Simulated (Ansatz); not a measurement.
Ga₈SbAs₇, 64 atoms, a = 11.44 Å, b = 11.44 Å, c = 11.44 Å, α = 90.00°, β = 90.00°, γ = 90.00°.

Space group F-43m; a generated structure, not necessarily the stable one.

Level of theory: DFT PBEsol, scalar-relativistic, plane waves, PAW (Ansatz 0.2.0).

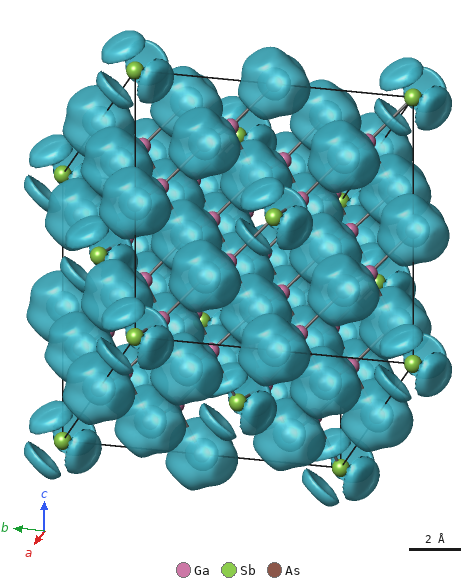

Ga₈SbAs₇. Isosurface of the ELF at 0.55 (cyan), seen at an oblique angle. Only the valence region is drawn (cores and ρ < 0.01 e/Å³ removed). Sticks mark near contacts.

In a PAW calculation such maps are meaningful between the atoms, not at the nuclei.

Describe the localisation domains.

Answer. The surface consists of 16 regions between bonded Ga–Sb atoms and 28 regions on As in which the atom's valence shell and bonds are merged, counted in one cell of 64 atoms. Any copies at cell faces, edges or corners count once.

Values along the shortest contacts:
Ga–As (2.45 Å): the ELF peaks at about 0.80 between the atoms. Ga–Sb (2.57 Å): the ELF peaks at about 0.70 between the atoms.
